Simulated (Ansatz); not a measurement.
Cl4F2Mo···H2

```csv
atom,x (Å),y (Å),z (Å)
Mo,-0.3393,-0.2736,-0.2136
Cl,-0.2668,-0.2231,2.0827
Cl,1.9666,-0.3175,-0.3481
Cl,-0.3608,2.0185,-0.3648
Cl,-2.6483,-0.3463,-0.1882
F,-0.3245,-2.1376,-0.1703
F,-0.4017,-0.3955,-2.0731
H,2.5159,2.3832,1.8390
H,2.2115,2.2827,2.5383
```

Core potentials replace the inner electrons of Mo.

Computed with RKS PBE/def2-SVP in Ansatz.

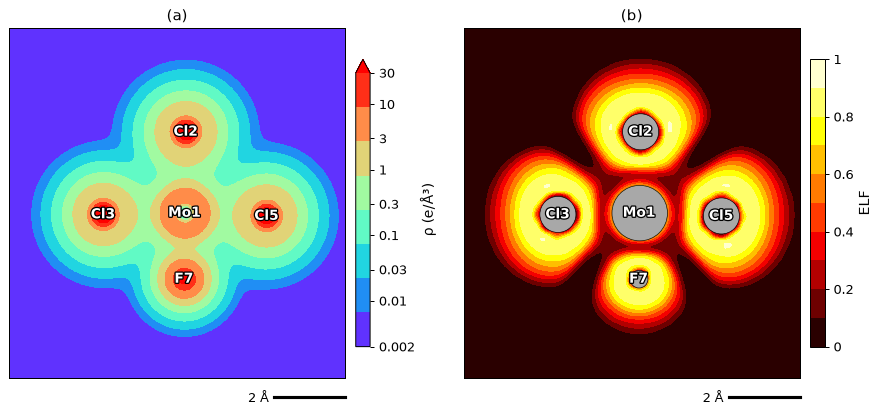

Figure 1. (a) electron density; (b) ELF on the plane of atoms Cl3, Mo1 and F7. Grey discs cover the atomic cores in the ELF map.

**Describe what can be read from this map.**

The plane passes through Mo, Cl and F nuclei. Mo–F (1.86 Å): the density is about 1.1 e/Å³ at the midpoint; the ELF peaks at about 0.85 in the valence shell of F, 0.5 Å from its nucleus, and drops to about 0.20 between the two atoms. Mo–Cl (2.30 Å): ρ at the midpoint is about 0.63 e/Å³; the ELF peaks at about 0.85 in the valence shell of Cl, 0.8 Å from its nucleus, and is about 0.35 at the midpoint.

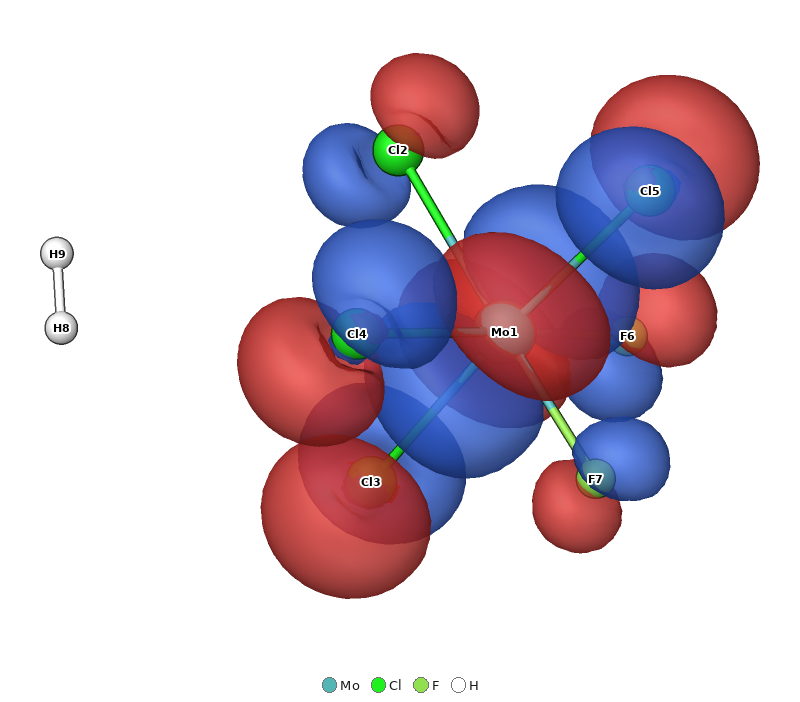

Figure 2. The LUMO at ±0.08 Å⁻³ᐟ² (red and blue are the two phases), seen at an oblique angle.

**Where does this orbital lie, and at what energy?**

Its weight (Hirshfeld) is mainly on Mo1 (about 55 %), Cl3 (about 10 %), Cl5 (about 10 %), Cl4 (about 10 %) and F6 (about 5 %). Its energy is −6.30 eV.

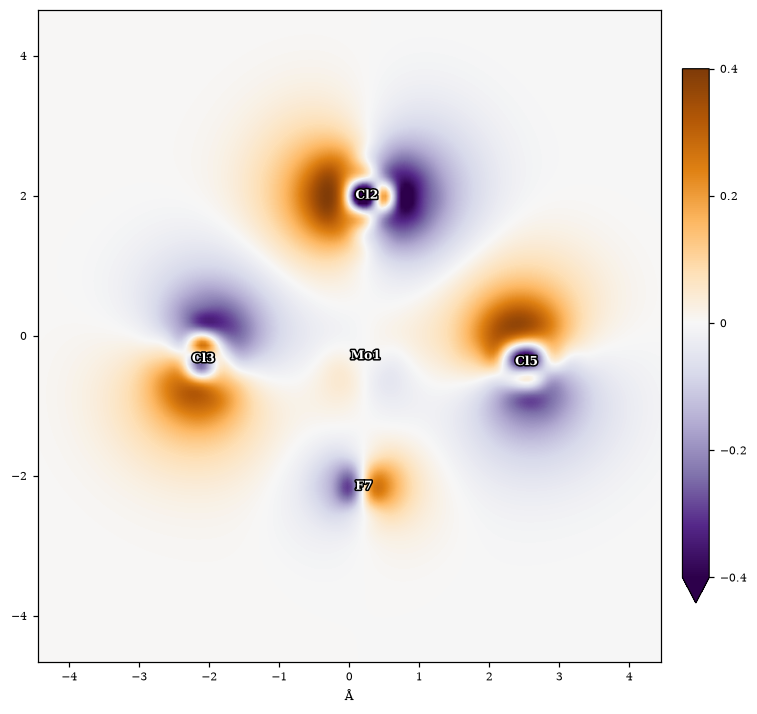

Figure 3. The HOMO−1 on the plane of atoms Cl3, Mo1 and F7 (values in Å⁻³ᐟ²; the overall sign is arbitrary).

**What is the character of this orbital?**

It lies mainly on Cl5 (about 25 %), Cl3 (about 25 %), Cl2 (about 20 %) and Cl4 (about 20 %); largely a combination of lone pairs on Cl5, Cl3, Cl2 and Cl4. Its energy is −8.20 eV.
